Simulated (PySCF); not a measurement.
**F3P: what the electrons do**

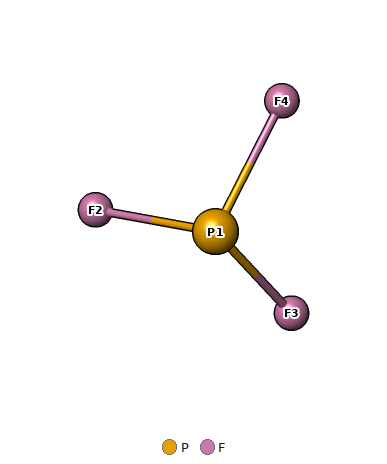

The molecule, with its atoms numbered as below. No frequency check shows the geometry to be a minimum.

Geometry (Å), atoms numbered from 1:

```
P1       0.0006    0.0000    0.5506
F2       1.1926   -0.6293   -0.3062
F3      -0.0518    1.3477   -0.3059
F4      -1.1418   -0.7184   -0.3055
```

## 1. Bonding charge

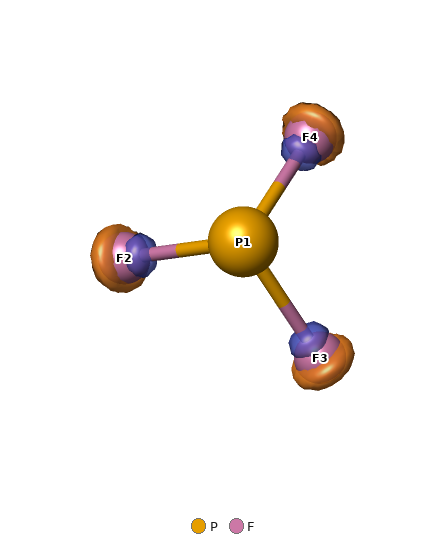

Deformation density (molecule less spherical, spin-averaged free atoms at the same positions), surfaces at ±0.3 e/Å³; orange: gain, blue: loss.

Level of theory: PBE/6-31G* (PySCF), at a geometry from GFN2-xTB.

Question: How much density has each bond gained at its critical point, relative to the free atoms?

Answer: P1–F2, P1–F3 and P1–F4: −0.02 e/Å³ at the bond critical point (bond length 1.60 Å, Mayer order 1.0); up to 0.6 Å beside the axis the gain reaches +0.20 e/Å³. In all, 0.8 electrons gather in the regions of gain relative to the promolecule. A small or negative value marks a very polar bond, one between electron-rich atoms, whose free-atom densities already overlap strongly, a long bond to a heavier atom, or a closed-shell contact such as a hydrogen bond.

Question: Where do the Hirshfeld charges lie?

Answer: The highest Hirshfeld charge is on P1 (+0.39 e), the lowest on F2, F3 and F4 (−0.13 e).

| atom | charge (e) |
| --- | --- |
| P1 | +0.39 |
| F2 | −0.13 |
| F3 | −0.13 |
| F4 | −0.13 |

## 2. Bond critical points

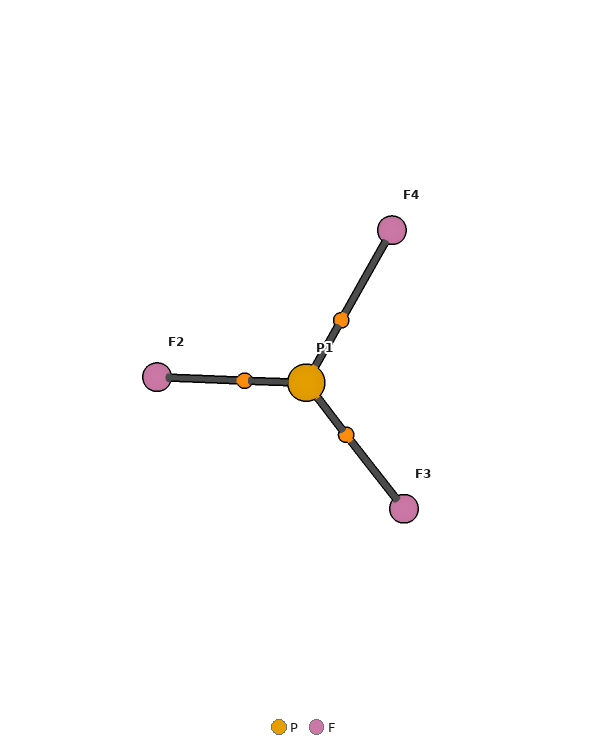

Molecular graph of the electron density (QTAIM): bond paths, bond critical points (orange), ring points (yellow, if any); weak paths are dashed.

Question: How many critical points of each kind are there, and does the count close?

Answer: 4 nuclei, 3 bond, 0 ring and 0 cage critical points: 4 − 3 + 0 − 0 = 1, as the Poincaré–Hopf relation requires.

Question: Give the properties at the bond critical points.

Answer:
```json
{"bond": "P1–F2 (3 alike)", "length (Å)": "1.597", "ρ (a.u.)": "0.155", "∇²ρ (a.u.)": "+0.80", "ε": "0.06", "H (a.u.)": "−0.086"}
```

Question: What kind of interaction is P1–F2?

Answer: Polar or intermediate (positive Laplacian, negative energy density H): ρ = 0.155, ∇²ρ = +0.80, H = −0.086 a.u.

## 3. Local ionisation energy

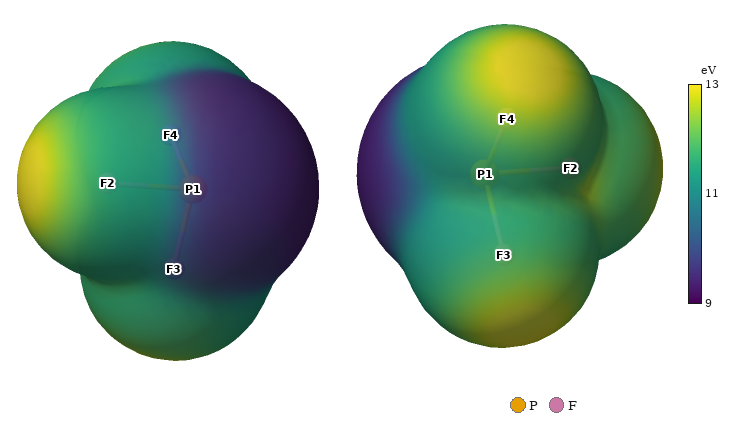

Average local ionisation energy on the surface of electron density 0.001 a.u. (back view left, front view right).

Question: Locate the minima of the map.

Answer: The lowest value is 9.3 eV, 2.2 Å from P1, and at like points elsewhere. For comparison, the highest occupied orbital lies at −7.8 eV.

## 4. Localised orbitals

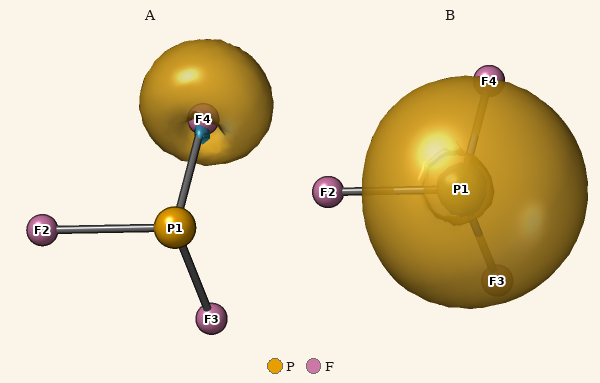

Intrinsic bond orbitals (IBO), occupied; each surface holds about 85 % of the orbital's density. Energies are diagonal elements of the Fock matrix.

Level of theory: B3LYP/def2-SVPD (PySCF), at a geometry from GFN2-xTB.

Question: Identify each orbital.

Answer: By panel:
- A: lone pair on F4 (sp0.5-type) (F4 100 %; −23.6 eV)
- B: lone pair on P1 (sp0.4-type) (P1 100 %; −13.2 eV)
